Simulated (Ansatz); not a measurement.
## Two runs on InNH6O3

System: InNH6O3.
Method of run 1: RKS SPW92/def2-TZVPP (Ansatz 0.2.0).

The geometry comes from this level: PBE0-D4/def2-TZVP. Text and figures count atoms from 1; the logs count them from 0 in places.

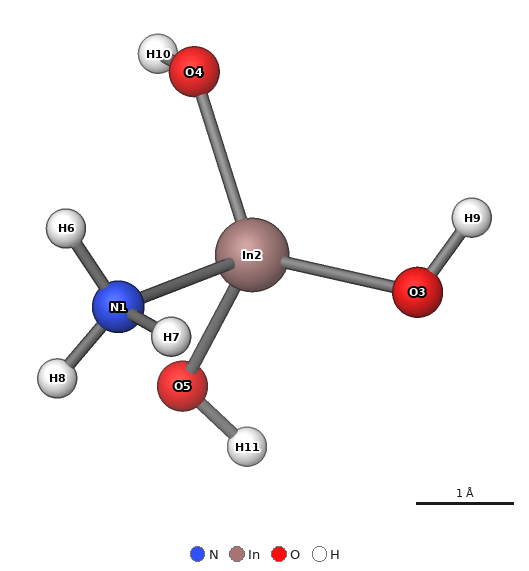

Fig. 1: The input geometry (ball-and-stick view, seen at a tilt; atoms are numbered from 1 in the order of the input). Sticks mark near contacts. Bond lengths as drawn: H–N 1.01 Å, H–O 0.96 Å, In–N 2.30 Å and In–O 2.00 Å.

## The input, run 1
```yaml
crystal:
  periodic: [false, false, false]
  atoms:
    - {symbol: N, position_ang: [-1.411092, 0.564873, 0.533378]}
    - {symbol: In, position_ang: [0.605700, -0.247452, -0.223625]}
    - {symbol: O, position_ang: [1.189698, -1.039073, 1.519295]}
    - {symbol: O, position_ang: [1.353922, 1.524076, -0.778196]}
    - {symbol: O, position_ang: [-0.157039, -1.455490, -1.625067]}
    - {symbol: H, position_ang: [-1.435750, 1.573480, 0.433369]}
    - {symbol: H, position_ang: [-1.535209, 0.327089, 1.511083]}
    - {symbol: H, position_ang: [-2.170728, 0.161434, -0.003315]}
    - {symbol: H, position_ang: [2.003661, -0.647378, 1.842424]}
    - {symbol: H, position_ang: [1.555409, 1.557283, -1.715564]}
    - {symbol: H, position_ang: [0.066827, -2.375941, -1.473282]}
basis:
  gaussian: {orbitals: def2-TZVPP}
hamiltonian: {xc: lda}
output: {orbitals: {seedname: orbitals}}
```

Hardware: 4 CPU threads, shared host.

## Output (run 1)
```
Functional definition: SPW92
  exchange = slater_x
  correlation = pw_c
1350 factors; their error is unknown
mean field evaluation 1: about -12813.7179 eV, gradient 1.3e2 eV
mean field evaluation 2: about -12650.7704 eV, gradient 2.9e2 eV
mean field evaluation 4: about -12840.7355 eV, gradient 3.7e1 eV
mean field evaluation 8: about -12843.1174 eV, gradient 2.6e-1 eV
mean field evaluation 16: about -12843.1077 eV, gradient 2.6e-4 eV
mean field -12843.10773301 eV, -471.9755038170 hartree, gradient 1.8e-5 eV, S^2 0.000000; 0 other end points of the search recorded, 0 dependent functions left out
reference -12843.10780851 eV, -471.9755065915 hartree; 29, 29 occupied and 229, 229 virtual orbitals, 1350 factors
Total energy: -12843.10780851 eV, -471.9755065915 hartree
```

Run 2 used a changed input.

## The two runs side by side

| quantity | run 1 | run 2 |
| --- | --- | --- |
| outcome | converged | converged |
| total energy (hartree) | −471.975507 | −473.258984 |
| HOMO (eV) | −6.28 | −11.98 |
| LUMO (eV) | −1.96 | 2.05 |
| basis functions | 258 | 258 |
| wall time (shared host) | 2.5 s | 2.9 min |

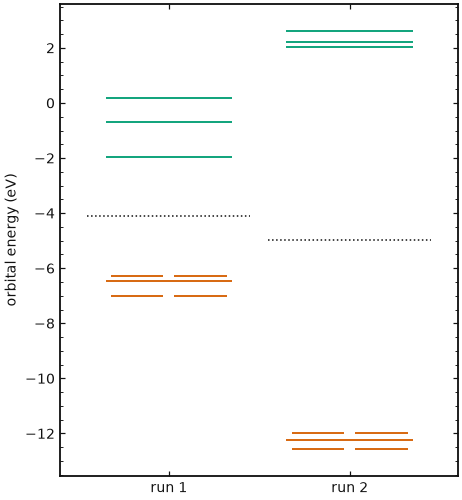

Fig. 2: The five highest filled and three lowest empty orbital energies of the two runs; the dotted lines part filled from empty levels. The HOMO–LUMO gap is 4.33 eV in run 1 and 14.03 eV in run 2.

Which change of the input explains these differences?

The change (lines with − go, lines with + come):
```diff
-hamiltonian: {xc: lda}
+correlation: {method: ccsd_t}
```

The total energies belong to different methods, so their difference says nothing on which is more stable or more accurate. The HOMO goes from −6.28 to −11.98 eV. The LUMO goes from −1.96 to 2.05 eV.

## Output (run 2)
```
Functional definition: HF
  exchange = exact_x
  correlation = 0
1746 factors; integrals over basis functions are off by at most 1.0e-3 eV
mean field evaluation 1: about -12833.8231 eV, gradient 7.0e1 eV
mean field evaluation 2: about -12833.8915 eV, gradient 7.0e1 eV
mean field evaluation 4: about -12842.3510 eV, gradient 3.8e0 eV
mean field evaluation 8: about -12842.4170 eV, gradient 3.1e-1 eV
mean field evaluation 16: about -12838.3202 eV, gradient 5.1e1 eV
mean field -12842.41731749 eV, -471.9501315145 hartree, gradient 3.9e-6 eV, S^2 0.000000; 0 other end points of the search recorded, 0 dependent functions left out
8 core orbitals not correlated: weight in the atoms' cores, before any rotation towards them, 1.000 or more for the frozen orbitals, at most 0.000 for the correlated occupied ones
reference -12842.41731749 eV, -471.9501315145 hartree; 21, 21 occupied and 229, 229 virtual orbitals, 1746 factors
second order -34.29405636 eV of doubles, -0.00000000 eV of singles
cycle   1  -33.47430252 eV  change    8.2e-1 eV  update   1.4e-1
cycle   2  -34.23544336 eV  change   -7.6e-1 eV  update   4.3e-2
cycle   3  -34.43530618 eV  change   -2.0e-1 eV  update   2.3e-2
cycle   4  -34.42110338 eV  change    1.4e-2 eV  update   6.6e-3
cycle   5  -34.41506357 eV  change    6.0e-3 eV  update   2.9e-3
cycle   6  -34.41668120 eV  change   -1.6e-3 eV  update   1.0e-3
cycle   7  -34.41642336 eV  change    2.6e-4 eV  update   3.8e-4
cycle   8  -34.41619206 eV  change    2.3e-4 eV  update   1.3e-4
cycle   9  -34.41624244 eV  change   -5.0e-5 eV  update   5.6e-5
cycle  10  -34.41629027 eV  change   -4.8e-5 eV  update   2.2e-5
perturbative correction -1.19940338 eV, -0.0440772611 hartree
Total energy: -12878.03301113 eV, -473.2589841149 hartree
```
